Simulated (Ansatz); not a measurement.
## Ligand exchange: AuCl + BH(CH3)(SH) → AuSH + BH(CH3)Cl

Species: AuCl (gold monochloride), singlet; BH(CH3)(SH), singlet; AuSH `[SH][Au]`, singlet; BH(CH3)Cl, singlet. The partners trade Cl for SH: Au–Cl and B–SH bonds give way to Au–SH and B–Cl.

Shapes, held fixed at every level: PBE0-D4/def2-TZVP. Flexible molecules stand in one conformer, not always the lowest. Programs: Ansatz 0.2.0. The zero-point and thermal change to 298 K, harmonic and unscaled (PBE0-D4/def2-TZVP), is -3.0 kJ/mol.

| level | kind | ΔH(298 K) (kJ/mol) | less CCSD(T)/def2-TZVPP |
| --- | --- | --- | --- |
| HF/def2-SVP | Hartree–Fock | -3.8 | +27.5 |
| r2SCAN-D4/def2-TZVPP | meta-GGA | -32.6 | -1.3 |
| B3LYP-D4/def2-TZVPP | global hybrid | -28.0 | +3.3 |
| BHLYP-D4/def2-TZVPP | global hybrid | -20.4 | +10.9 |
| B2PLYP/def2-TZVPP | double hybrid | -32.0 | -0.7 |
| MP2/def2-SVP | perturbation theory | -42.2 | -10.9 |
| CCSD(T)/def2-SVP | coupled cluster or CI | -29.9 | +1.4 |
| CCSD(T)/def2-TZVPP | coupled cluster or CI | -31.3 | 0.0 |

The highest level, CCSD(T)/def2-TZVPP, gives ΔH(298 K) = -31.3 kJ/mol; the levels span -42.2 to -3.8. The column of differences is taken from that level and isn't an error. No measured value is set beside it here. T1 is large for AuCl, AuSH, so single-reference values are less sure there. For atoms past krypton def2 sets carry core potentials with scalar relativity. Correlated rows may include outer-core shells of Au, which these sets cover unevenly.

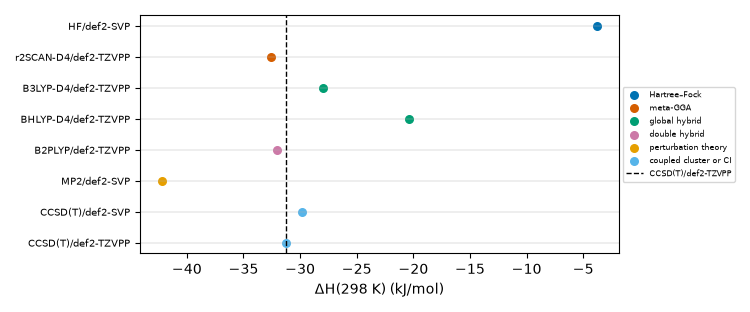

The values of the table, level by level.
